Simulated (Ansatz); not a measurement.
**One shape, several levels: PH2 (SMILES [PH2])**

We compute a comparison of 6 runs (U-wB97X/3-21G, UBLYP/3-21G, UHSE06/6-31G*, USVWN5/6-31G*, UCCSDT(Q)/6-31G*, UCCSDTQ/6-31G*) of PH2. 

The calculation is run with Ansatz 0.2.0.

46 further runs of the same task are left out: 46 set aside as unsound or not needed.

## (1) The molecule

PH2 has 3 atoms, charge 0, and is taken as a doublet. As SMILES, `[PH2]`. The H3–P1 distance was set to 1.740 Å, away from the relaxed value.

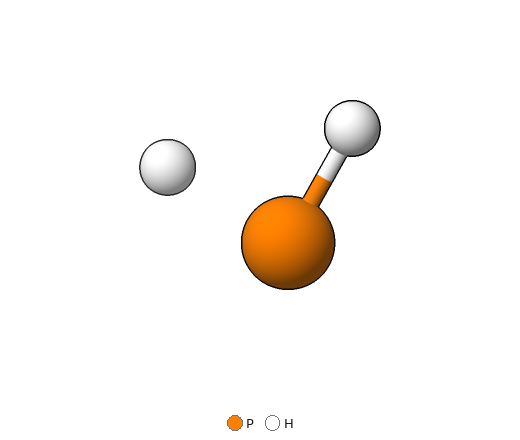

The structure, seen from a chosen angle (phosphorus orange, hydrogen white).

## (2) The energy at U-wB97X/3-21G (run 1)

File input.yaml:

```yaml
crystal:
  periodic: [false, false, false]
  atoms:
    - symbol: P
      position_ang: [0.799546, -0.197296, 0.422103]
    - symbol: H
      position_ang: [0.396586, 1.132814, 0.341843]
    - symbol: H
      position_ang: [-0.625980, -0.724620, -0.425100]
basis:
  gaussian:
    orbitals: 3-21G.json
hamiltonian:
  xc: {name: wB97X}
magnetization:
  spin_polarized: true
  initial_magnetization: 1
accuracy: high
```

The basis set 3-21G is read from a file made from the Basis Set Exchange's data (not shown).

Launch:

```sh
ansatz run input.yaml --threads 1 --pin off --max-ram 2610MiB --events-out events.jsonl --progress --plain --runs-dir runs
```

The program printed:

```text
Warning: RAYON_NUM_THREADS=1 ignored (pool sized by the plan → 1); use --threads N
Functional definition: wB97X
  name "wB97X"
  parameter omega = 0.3/bohr
  parameter cx = 0.157706
  parameter cx1 = 0.726479
  parameter cx2 = 1.04760
  parameter cx3 = -5.70635
  parameter cx4 = 13.2794
  parameter css1 = -4.33879
  parameter css2 = 18.2308
  parameter css3 = -31.7430
  parameter css4 = 17.2901
  parameter cos1 = 2.37031
  parameter cos2 = -11.3995
  parameter cos3 = 6.58405
  parameter cos4 = -3.78132
  exchange = spin_sum(e_x_unif_sr(omega)*poly(b97_u_x, 1 - cx, cx1, cx2, cx3, cx4)) + cx*exact_x_sr(omega)
      + exact_x_lr(omega)
  correlation = spin_sum(e_c_pw_same_spin*poly(b97_u_same, 1, css1, css2, css3, css4))
      + integral(e_c_pw_opposite_spin*poly(b97_u_opposite, 1, cos1, cos2, cos3, cos4))
322 factors; integrals over basis functions are off by at most 2.2e-9 eV
127 factors; integrals over basis functions are off by at most 1.9e-9 eV
mean field evaluation 1: about -9271.1969 eV, gradient 3.5e0 eV
mean field evaluation 2: about -9271.3135 eV, gradient 1.0e0 eV
mean field evaluation 4: about -9271.3239 eV, gradient 1.4e-1 eV
mean field evaluation 8: about -9271.3151 eV, gradient 7.3e-3 eV
mean field evaluation 16: about -9271.3151 eV, gradient 4.2e-6 eV
mean field -9271.31505836 eV, -340.7145440716 hartree, gradient 3.9e-8 eV, S^2 0.753736; 0 other end points of the search recorded, 0 dependent functions left out
reference -9271.31505714 eV, -340.7145440267 hartree; 9, 8 occupied and 8, 9 virtual orbitals, 322 factors
Total energy: -9271.31505714 eV, -340.7145440267 hartree
```

Run time: 4.8 s. Hardware: 1 thread of Arm Neoverse V1, shared host; peak memory 0.25 GiB.

## (3) A single-point energy at UBLYP/3-21G (run 2)

File job.yaml:

```yaml
crystal:
  periodic: [false, false, false]
  atoms:
    - {symbol: P, position_ang: [0.799546, -0.197296, 0.422103]}
    - {symbol: H, position_ang: [0.396586, 1.132814, 0.341843]}
    - {symbol: H, position_ang: [-0.625980, -0.724620, -0.425100]}
basis:
  gaussian:
    orbitals: 3-21G.json
accuracy: high
hamiltonian:
  xc: {name: BLYP}
magnetization:
  spin_polarized: true
  initial_magnetization: 1
```

The basis set 3-21G is read from a file made from the Basis Set Exchange's data (not shown).

Launch:

```sh
ansatz run job.yaml --threads 1 --pin off --max-ram 2610MiB --events-out events.jsonl --progress --plain --runs-dir runs
```

The program printed:

```text
Warning: RAYON_NUM_THREADS=1 ignored (pool sized by the plan → 1); use --threads N
Functional definition: BLYP
  name "BLYP"
  parameter beta = 0.0042
  parameter a = 0.04918
  parameter b = 0.132
  parameter c = 0.2533
  parameter d = 0.349
  exchange = b88_x(beta = beta)
  correlation = lyp_c(a = a, b = b, c = c, d = d)
322 factors; integrals over basis functions are off by at most 2.2e-9 eV
mean field evaluation 1: about -9271.3392 eV, gradient 4.4e0 eV
mean field evaluation 2: about -9271.3601 eV, gradient 4.2e0 eV
mean field evaluation 4: about -9271.4949 eV, gradient 2.2e-1 eV
mean field evaluation 8: about -9271.4841 eV, gradient 4.9e-3 eV
mean field evaluation 16: about -9271.4841 eV, gradient 3.5e-7 eV
mean field -9271.48406854 eV, -340.7207550813 hartree, gradient 2.1e-8 eV, S^2 0.752464; 0 other end points of the search recorded, 0 dependent functions left out
reference -9271.48410091 eV, -340.7207562709 hartree; 9, 8 occupied and 8, 9 virtual orbitals, 322 factors
Total energy: -9271.48410091 eV, -340.7207562709 hartree
```

Wall time 0.89 s (1 thread of Arm Neoverse V1, shared host); peak memory 0.095 GiB.

Runs 3 to 5 aren't shown in full; the table further down has their settings and results.

## (4) A single-point energy at UCCSDTQ/6-31G(d) (spherical functions) (run 6)

File run.yaml:

```yaml
basis:
  gaussian:
    orbitals: 6-31G_st_-spherical.json
crystal:
  periodic: [false, false, false]
  atoms:
    - {symbol: P, position_ang: [0.799546, -0.197296, 0.422103]}
    - {symbol: H, position_ang: [0.396586, 1.132814, 0.341843]}
    - {symbol: H, position_ang: [-0.625980, -0.724620, -0.425100]}
total_charge: 0
magnetization:
  spin_polarized: true
  initial_magnetization: 1
correlation:
  method: ccsdtq
  frozen_orbitals: {H: 0, P: 5}
accuracy: high
scf:
  omitted_lower_state_checks: [cluster_reference, increment]
```

The basis set 6-31G* is read from a file made from the Basis Set Exchange's data (not shown).

Launch:

```sh
ansatz run run.yaml --threads 1 --pin off --max-ram 2610MiB --events-out events.jsonl --progress --plain --runs-dir runs
```

The program printed (excerpt; [...] marks lines left out):

```text
Warning: RAYON_NUM_THREADS=1 ignored (pool sized by the plan → 1); use --threads N
Functional definition: HF
  name "HF"
[...]
382 factors; integrals over basis functions are off by at most 3.4e-9 eV
[...]
mean field -9301.37404016 eV, -341.8191912781 hartree, gradient 2.4e-8 eV, S^2 0.775655; 0 other end points of the search recorded, 0 dependent functions left out
5 core orbitals not correlated: weight in the atoms' cores, before any rotation towards them, 1.000 or more for the frozen orbitals, at most 0.000 for the correlated occupied ones
reference -9301.37404016 eV, -341.8191912781 hartree; 4, 3 occupied and 13, 14 virtual orbitals, 382 factors
second order -2.39114421 eV of doubles, -0.00000000 eV of singles
cycle   1  -2.88372982 eV  change   -4.9e-1 eV  update   6.6e-2
[...]
cycle  25  -3.23873593 eV  change   6.6e-10 eV  update  5.4e-10
Total energy: -9304.61277609 eV, -341.9382126282 hartree
Checks for a lower state left out: cluster_reference, increment
```

It took 20 s on 1 thread of Arm Neoverse V1, shared host; peak memory 0.2 GiB.

## (5) Overview of the runs

```
run                                   level  frozen core orbitals  energy (Eh)   ⟨S²⟩  wall time
  1                           U-wB97X/3-21G                     –  -340.714544  0.754      4.8 s
  2                             UBLYP/3-21G                     –  -340.720756  0.752     0.89 s
  3     UHSE06/6-31G* (spherical functions)                     –  -342.315613  0.756      1.7 s
  4     USVWN5/6-31G* (spherical functions)                     –  -341.162890  0.753     0.71 s
  5  UCCSDT(Q)/6-31G* (spherical functions)                     5  -341.938200  0.776        2 s
  6    UCCSDTQ/6-31G* (spherical functions)                     5  -341.938213  0.776       20 s
```

## (6) What came out

| quantity | value |
| --- | --- |
| run 6: total energy | -341.93821 Eh |
| run 6: correlation energy (5 core orbitals frozen) | -119.0 mEh |
| run 6: ⟨S²⟩ of the reference determinant | 0.776 |
| run 6: T1 diagnostic | 0.017 |

In words: Totals of different functionals can't be ranked against each other. All runs together took 30 s, the longest 20 s.
